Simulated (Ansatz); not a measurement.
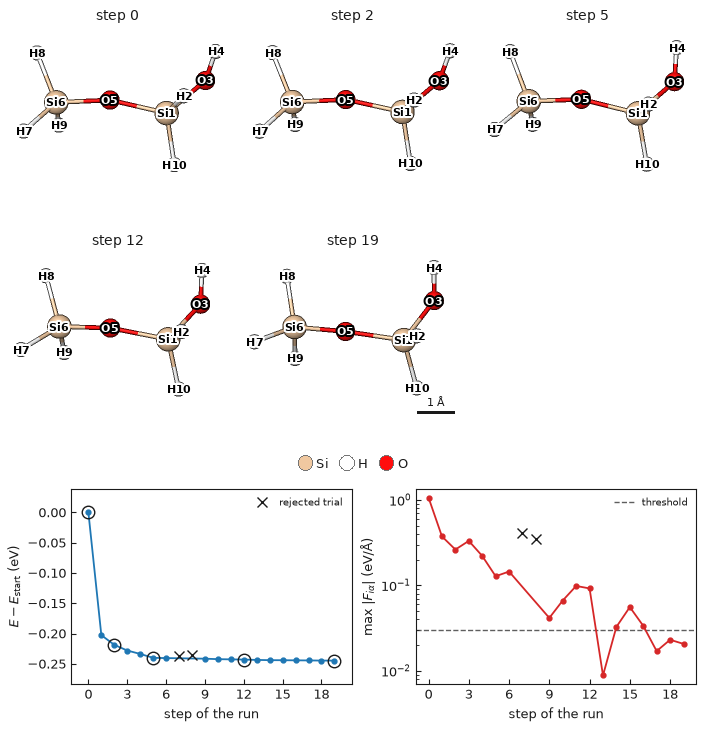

Frames of a relaxation of Si2H6O2, marked on the history of the run. The picture is a ball-and-stick view, seen at a tilt.

The run prepares an end point of a later path (reaction) calculation, from a guessed geometry.

Level of theory: RHF/6-31G* in Ansatz 0.2.0.

Input file:
```yaml
crystal:
  periodic: [false, false, false]
  atoms:
    - { symbol: Si, position_ang: [0.032413, -0.38917, 0.247861] }
    - { symbol: H, position_ang: [0.480314, -0.25108, 1.61569] }
    - { symbol: O, position_ang: [1.526508, -0.12355, -0.388681] }
    - { symbol: H, position_ang: [2.09462, 0.417379, 0.139149] }
    - { symbol: O, position_ang: [-1.089484, 0.710072, -0.142897] }
    - { symbol: Si, position_ang: [-2.293168, 1.419982, -0.990703] }
    - { symbol: H, position_ang: [-3.582329, 1.160595, -0.327106] }
    - { symbol: H, position_ang: [-2.057191, 2.871239, -1.043308] }
    - { symbol: H, position_ang: [-2.34208, 0.883102, -2.362321] }
    - { symbol: H, position_ang: [-0.442603, -1.71777, -0.142483] }
basis:
  gaussian: { orbitals: "6-31G*" }
hamiltonian:
  xc: hf
relax:
  f_tol: 0.03
  max_steps: 50
```

Launched with:
```bash
ansatz run input.yaml --threads 1 --pin off --max-ram 2048MiB --backend cpu --events-out ev --progress --plain --runs-dir out
```

Q: Describe the path.

A: After 17 accepted moves (19 points after the start) the energy has fallen by 0.245 eV. The largest force component goes from 1.1 to 0.021 eV/Å. The line search rejected the trial steps at points 7, 8 of the run. The forces were under the threshold at step 13, but the run went on from there. H4 moves most after the best rigid fit: 0.54 Å. Largest moves by element: H 0.54 Å, O 0.25 Å, Si 0.10 Å. Near-neighbour distances that change, for instance: Si1–H2 1.446 → 1.471 Å, Si1–O5 1.619 → 1.628 Å, Si1–O3 1.646 → 1.640 Å. Bond angles that change, for instance: H2–Si1–O3 94.0° → 110.5°, H2–Si1–O5 112.2° → 106.9°, Si1–O5–Si6 158.5° → 153.6°. Groups turn about O5–Si6 by about 50°, Si1–O5 by about 25°, Si1–O3 by about 25°. From step 0 to 2: H2 moves most (0.23 Å), energy −0.219 eV. From step 2 to 5: H4 moves most (0.31 Å), energy −0.021 eV. From step 5 to 12: H8 moves most (0.19 Å), energy −0.003 eV. From step 12 to 19: H atoms move most (0.24 Å), energy −0.002 eV.

Limits of the set-up: Hartree-Fock leaves out electron correlation.
